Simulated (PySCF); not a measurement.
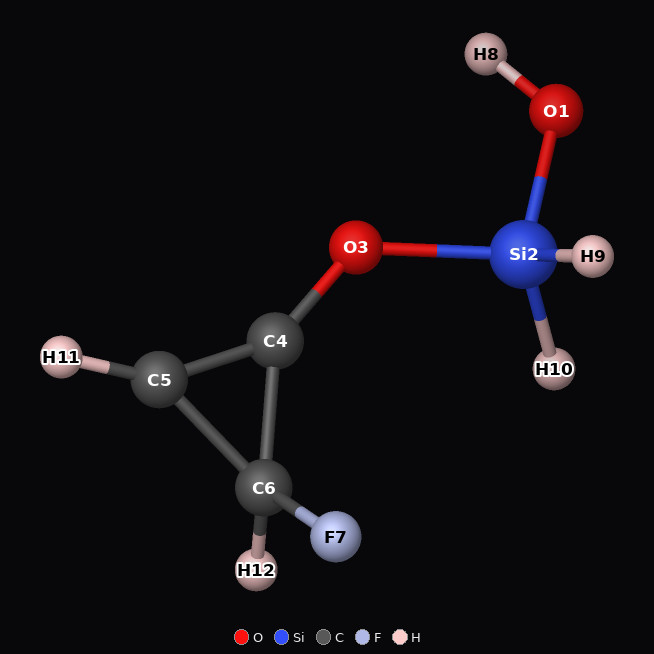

Computed geometry: GFN2-xTB optimisation. No frequency run is at hand to confirm it as a minimum. Electric field gradients from the ground-state density, PBE0/pcSseg-1 (PySCF 2.14.0), non-relativistic apart from any core potentials.

Give the largest field-gradient component, the quadrupole coupling constant and the asymmetry for 17O at O1 (Q = −25.6 mb), 17O at O3 (Q = −25.6 mb), 2H at H8 (Q = 2.86 mb), 2H at H9 (Q = 2.86 mb).

```tsv
atom	V_zz (a.u.)	e²qQ/h (MHz)	η
O1	1.572	−9.45	0.45
O3	1.581	−9.51	0.27
H8	0.508	0.342	0.06
H9	0.163	0.109	0.03
```

The geometry is semi-empirical. Around Si such bond lengths and angles can be off by a tenth of an ångström or more and by several degrees, and values that hang on the shape move with them.
